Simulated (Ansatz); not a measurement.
Consider CH2OZn.

Input file:

```
basis:
  gaussian:
    orbitals: def2-TZVPD
crystal:
  periodic: [false, false, false]
  atoms:
    - {symbol: C, position_ang: [0.230022, -0.500210, -0.469733]}
    - {symbol: O, position_ang: [0.286456, 0.829873, -0.344267]}
    - {symbol: Zn, position_ang: [0.653304, -1.732820, 1.214803]}
    - {symbol: H, position_ang: [1.221845, 1.087161, -0.298649]}
    - {symbol: H, position_ang: [-0.872537, -0.706894, -0.549254]}
hamiltonian:
  xc: pbe0
output: {forces: true, orbitals: {seedname: orbitals}}
```

Launched as:

```sh
ansatz run input.yaml --threads 1 --pin off --max-ram 2610MiB --events-out events.jsonl --progress --plain --runs-dir runs
```

Geometry: r2SCAN-D4/def2-SVP.

These are results of isolated molecule in a Gaussian basis; Kohn-Sham density functional theory, functional PBE0 (Ansatz 0.2.0), not measurements.

### What will maps of the electron density and electron localisation function show?

C–O (1.34 Å): the density is about 2.5 e/Å³ at the midpoint; the ELF peaks at about 0.90 between the atoms; a shared but strongly polarised pair.
C–Zn (2.13 Å): ρ at the midpoint is about 0.47 e/Å³; the ELF peaks at about 0.80 in the valence shell of C, 0.7 Å from its nucleus, and is about 0.30 at the midpoint.

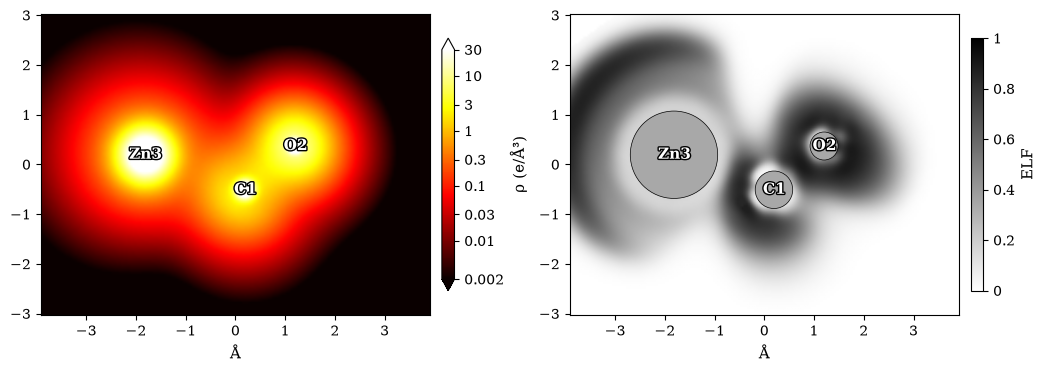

Computed electron density and electron localisation function on the plane of atoms O2, C1 and Zn3, in this order. Grey discs cover the atomic cores in the ELF map. 
